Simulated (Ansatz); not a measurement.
# AlH2(OH) (AlH3O): one molecule under many settings

How do the results and run time of AlH2(OH) (AlH3O) respond when the settings are drawn wide?

The runs use Ansatz 0.2.0, Gaussian basis; the settings change from run to run.

### 1 The relaxed structure

The structure was relaxed beforehand with r2SCAN-D4 in a triple-zeta def2 set.

5 atoms, charge 0, spin multiplicity 1.

Atoms are counted from 1 here; the program's logs count them from 0.

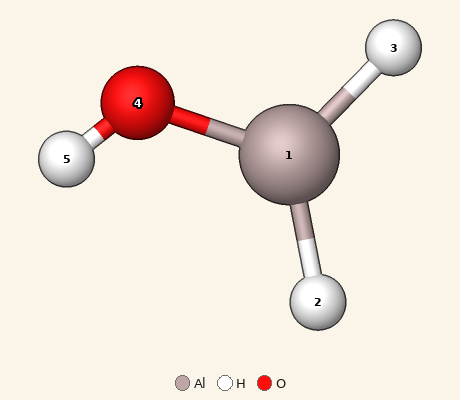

The structure; aluminium light grey, hydrogen white, oxygen red; atoms are numbered from 1 in the order of the file.

Coordinates:

```csv
atom,x (Å),y (Å),z (Å)
Al1,0.1916,0.4630,-0.1061
H2,1.7493,0.1865,-0.1714
H3,-0.4732,1.8734,-0.3323
O4,-0.8784,-0.8113,0.2274
H5,-0.5894,-1.7117,0.3824
```

### 2 PBE0-DH/def2-SVP

Input file in.yaml:

```yaml
crystal:
  periodic: [false, false, false]
  atoms:
    - {symbol: Al, position_ang: [0.191628, 0.463025, -0.106073]}
    - {symbol: H, position_ang: [1.749349, 0.186542, -0.171388]}
    - {symbol: H, position_ang: [-0.473225, 1.873431, -0.332347]}
    - {symbol: O, position_ang: [-0.878374, -0.811341, 0.227439]}
    - {symbol: H, position_ang: [-0.589378, -1.711657, 0.382369]}
basis:
  gaussian: {orbitals: def2-SVP}
hamiltonian: {xc: {name: PBE0-DH}}
```

Launch:

```bash
> ansatz run in.yaml --threads 4 --pin off --events-out ev --progress --plain --max-ram 3916MiB
```

What it wrote:

```text
Functional definition: PBE0-DH
  name "PBE0-DH"
  cite "Brémond & Adamo, J. Chem. Phys. 135, 024106 (2011) doi:10.1063/1.3604569"
  cite "Perdew, Burke & Ernzerhof, Phys. Rev. Lett. 77, 3865 (1996) doi:10.1103/PhysRevLett.77.3865"
  parameter a = 1/2
  parameter c = 1/8
  exchange = (1 - a)*pbe_x + a*exact_x
  correlation = (1 - c)*pbe_c + c*(mp2_os + mp2_ss)
443 factors; integrals over basis functions are off by at most 1.1e-3 eV
mean field evaluation 1: about -8679.0934 eV, gradient 4.4e1 eV
mean field evaluation 2: about -8679.0947 eV, gradient 4.4e1 eV
mean field evaluation 4: about -8682.5351 eV, gradient 2.4e0 eV
mean field evaluation 8: about -8682.5479 eV, gradient 5.1e-2 eV
mean field evaluation 16: about -8682.5479 eV, gradient 8.5e-6 eV
mean field -8682.54791448 eV, -319.0777506147 hartree, gradient 8.5e-6 eV, S^2 0.000000; 0 other end points of the search recorded, 0 dependent functions left out
6 core orbitals not correlated: weight in the atoms' cores, before any rotation towards them, 1.000 or more for the frozen orbitals, at most 0.000 for the correlated occupied ones
reference -8682.54793116 eV, -319.0777512277 hartree; 6, 6 occupied and 35, 35 virtual orbitals, 443 factors
second order -8.71029133 eV of doubles, -0.00000000 eV of singles
Total energy: -8683.63671758 eV, -319.1177633905 hartree
```

Run time: 0.35 s. Hardware: 4 threads of Arm Neoverse V2, shared host.

### 3 B3LYP/def2-TZVP

Options: D3(BJ) with three-body dispersion.

in.yaml: that of step 2 with these lines changed.

```diff
@@ -9,3 +9,4 @@
 basis:
-  gaussian: {orbitals: def2-SVP}
-hamiltonian: {xc: {name: PBE0-DH}}
+  gaussian: {orbitals: def2-TZVP}
+hamiltonian: {xc: {name: B3LYP}, dispersion: d3bjatm}
+scf: {omitted_lower_state_checks: [starts]}
```

The command is unchanged.

What it wrote, shortened:

```text
Functional definition: B3LYP
  name "B3LYP"
  cite "Stephens, Devlin, Chabalowski & Frisch, J. Phys. Chem. 98, 11623 (1994) doi:10.1021/j100096a001"
  cite "Becke, Phys. Rev. A 38, 3098 (1988) doi:10.1103/PhysRevA.38.3098"
  cite "Lee, Yang & Parr, Phys. Rev. B 37, 785 (1988) doi:10.1103/PhysRevB.37.785"
  cite "Vosko, Wilk & Nusair, Can. J. Phys. 58, 1200 (1980) doi:10.1139/p80-159"
[...]
542 factors; their error is unknown
[...]
mean field -8695.79715325 eV, -319.5646511590 hartree, gradient 2.3e-5 eV, S^2 0.000000; 0 other end points of the search recorded, 0 dependent functions left out
reference -8695.79738299 eV, -319.5646596016 hartree; 12, 12 occupied and 74, 74 virtual orbitals, 542 factors
Total energy: -8695.88357672 eV, -319.5678271628 hartree
Checks for a lower state left out: starts
```

It took 0.35 s on 4 threads of Arm Neoverse V2, shared host.

### 4 wB97X/STO-3G

This run has charge +1, multiplicity 2, a point charge of -1.00 e beside it.

in.yaml: that of step 3 with these lines changed.

```diff
@@ -9,4 +9,6 @@
 basis:
-  gaussian: {orbitals: def2-TZVP}
-hamiltonian: {xc: {name: B3LYP}, dispersion: d3bjatm}
-scf: {omitted_lower_state_checks: [starts]}
+  gaussian: {orbitals: STO-3G, point_charges: [{charge: -1.00, position_ang: [4.364, -0.820, -0.381]}]}
+total_charge: 1
+magnetization: {spin_polarized: true, initial_magnetization: 1}
+hamiltonian: {xc: {name: wB97X}}
+output: {forces: true}
```

Same command.

What it wrote, shortened:

```text
Functional definition: wB97X
  name "wB97X"
  cite "Chai & Head-Gordon, J. Chem. Phys. 128, 084106 (2008) doi:10.1063/1.2834918"
  cite "Becke, J. Chem. Phys. 107, 8554 (1997) doi:10.1063/1.475007"
[...]
  # The coefficients of nought are those of the uniform gas.
[...]
      + exact_x_lr(omega)
[...]
      + integral(e_c_pw_opposite_spin*poly(b97_u_opposite, 1, cos1, cos2, cos3, cos4))
202 factors; integrals over basis functions are off by at most 4.0e-5 eV
94 factors; integrals over basis functions are off by at most 3.3e-6 eV
[...]
mean field -8579.38777841 eV, -315.2866855386 hartree, gradient 1.2e-6 eV, S^2 0.765905; 2 other end points of the search recorded, 0 dependent functions left out
[...]
reference -8579.38776403 eV, -315.2866850101 hartree; 12, 11 occupied and 5, 6 virtual orbitals, 202 factors
Total energy: -8579.38776403 eV, -315.2866850101 hartree
Atom 0 at     0.191628     0.463025    -0.106073 Å, force    -0.784625     2.496928    -0.474930 eV/Å
Atom 1 at     1.749349     0.186542    -0.171388 Å, force    -0.032428    -0.584831     0.110159 eV/Å
Atom 2 at    -0.473225     1.873431    -0.332347 Å, force     0.714773    -1.485150     0.239402 eV/Å
Atom 3 at    -0.878374    -0.811341     0.227439 Å, force     0.604922     2.851017    -0.587549 eV/Å
Atom 4 at    -0.589378    -1.711657     0.382369 Å, force     0.340898    -3.480091     0.641001 eV/Å
Dipole moment:     0.542290    -0.240901     0.002474 e Å
```

Wall time 1.3 s (4 threads of Arm Neoverse V2, shared host).

Largest force 3.555 eV/Å, ⟨S²⟩ 0.766.

### 5 wB97M-V/def2-TZVP

This run has coordinates scaled by 1.12, a point charge of 0.50 e beside it.

Input file in.yaml:

```yaml
crystal:
  periodic: [false, false, false]
  atoms:
    - {symbol: Al, position_ang: [0.214624, 0.518588, -0.118802]}
    - {symbol: H, position_ang: [1.959271, 0.208927, -0.191955]}
    - {symbol: H, position_ang: [-0.530012, 2.098242, -0.372228]}
    - {symbol: O, position_ang: [-0.983779, -0.908702, 0.254732]}
    - {symbol: H, position_ang: [-0.660104, -1.917056, 0.428253]}
basis:
  gaussian: {orbitals: def2-TZVP, point_charges: [{charge: 0.50, position_ang: [5.859, -0.532, -0.968]}]}
hamiltonian: {xc: {name: wB97M-V}}
scf: {omitted_lower_state_checks: [starts]}
output: {forces: true}
```

Same command.

What it wrote, shortened:

```text
Functional definition: wB97M-V
  name "wB97M-V"
  cite "Mardirossian & Head-Gordon, J. Chem. Phys. 144, 214110 (2016) doi:10.1063/1.4952647"
  cite "Becke, J. Chem. Phys. 107, 8554 (1997) doi:10.1063/1.475007"
  cite "Vydrov & Van Voorhis, J. Chem. Phys. 133, 244103 (2010) doi:10.1063/1.3521275"
  # Of w^i u^j: cxij and so on, Table III.
[...]
  gx(w, u) = 1 - cx + cx01*u + cx10*w
  gss(w, u) = css00 + css04*u^4 + css10*w + css20*w^2 + css43*w^4*u^3
  gos(w, u) = cos00 + cos10*w + (cos20 + cos21*u)*w^2 + (cos60 + cos61*u)*w^6
[...]
      + integral(e_c_pw_mod_opposite_spin*gos(b97_w_opposite, b97_u_opposite)) + vv10(b, c)
[...]
542 factors; their error is unknown
153 factors; integrals over basis functions are off by at most 4.1e-5 eV
[...]
mean field -8692.57478238 eV, -319.4462312138 hartree, gradient 7.5e-5 eV, S^2 0.000000; 0 other end points of the search recorded, 0 dependent functions left out
[...]
reference -8692.57482892 eV, -319.4462329240 hartree; 12, 12 occupied and 74, 74 virtual orbitals, 542 factors
Total energy: -8692.57482892 eV, -319.4462329240 hartree
Atom 0 at     0.214624     0.518588    -0.118802 Å, force    -1.188992    -1.242702     0.355206 eV/Å
Atom 1 at     1.959271     0.208927    -0.191955 Å, force    -1.813533     0.310202     0.061552 eV/Å
Atom 2 at    -0.530012     2.098242    -0.372228 Å, force     0.895142    -1.873687     0.296280 eV/Å
Atom 3 at    -0.983779    -0.908702     0.254732 Å, force     3.094177    -1.223261    -0.006258 eV/Å
Atom 4 at    -0.660104    -1.917056     0.428253 Å, force    -0.961765     4.021713    -0.713561 eV/Å
Dipole moment:     0.148416    -0.089797     0.013210 e Å
Checks for a lower state left out: starts
```

Wall time 1.4 s (4 threads of Arm Neoverse V2, shared host).

Largest force 4.196 eV/Å, dipole 0.84 D.

### 6 All runs side by side

```csv
level,charge,multiplicity,geometry,functions,energy (eV),time
PBE0-DH/def2-SVP,0,1,relaxed,47,-8683.637,0.35 s
B3LYP/def2-TZVP,0,1,relaxed,86,-8695.884,0.35 s
wB97X/STO-3G,1,2,"relaxed, point charge",17,-8579.388,1.3 s
wB97M-V/def2-TZVP,0,1,"scaled, point charge",86,-8692.575,1.4 s
```

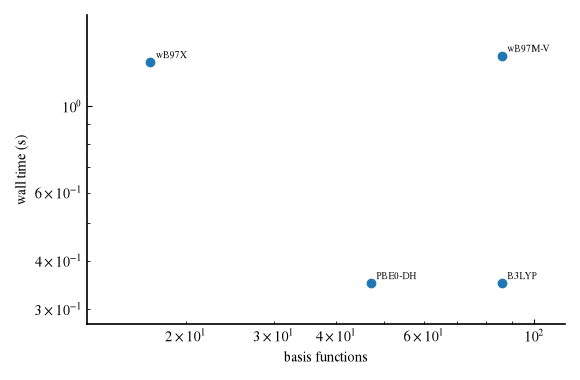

Wall time against the number of basis functions (shared host).

### 7 Summary of results

| quantity | value |
| --- | --- |
| runs | 4 |
| quickest | PBE0-DH/def2-SVP, 0.35 s |
| slowest | wB97M-V/def2-TZVP, 1.4 s |
| spread of total energies, same state and geometry | 12.2 eV |

What this shows: Run time spans a factor of 4, from PBE0-DH/def2-SVP to wB97M-V/def2-TZVP. The jobs differ in tasks and options as well as level. The totals spread over 12 eV; they can't be compared across methods or bases.
